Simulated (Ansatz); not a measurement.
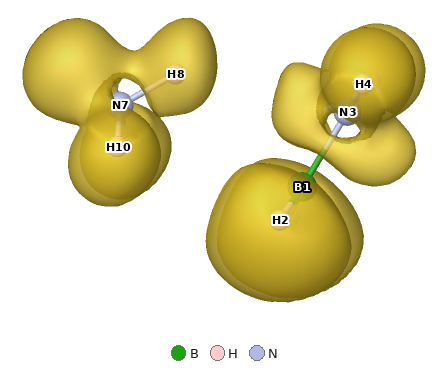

The picture shows: BH$_{4}$N···NH$_{3}$. Isosurface of the ELF at 0.75 (yellow), seen across its widest extent. Core shells and regions of very low density are left out.

Computed with Ansatz, RKS B3LYP-D4/6-31G*.

```xyz
10

B     0.0650   -0.2889   -0.2893
H    -0.1272   -0.8569    0.7462
N     1.3688   -0.1962   -0.7770
H     2.1694   -0.5933   -0.3035
H     1.6031    0.2415   -1.6581
H    -0.8293    0.1766   -0.9336
N     0.0674    2.4296    1.3717
H     0.8457    2.0418    0.8409
H    -0.7039    2.5073    0.7095
H    -0.2058    1.7012    2.0304
```

### Describe the localisation domains.

At this value the surface marks out two regions around hydrogen nuclei and two joined regions spread over several atoms (H, N), in which their bonds and any lone pairs are merged. Profiles from the grid: B1···H8 (2.71 Å): the ELF dips to about 0.05 between them: a non-bonded, intermolecular contact. B–N (1.40 Å): the ELF peaks at about 0.95 between the atoms (a short, strongly polar bond).
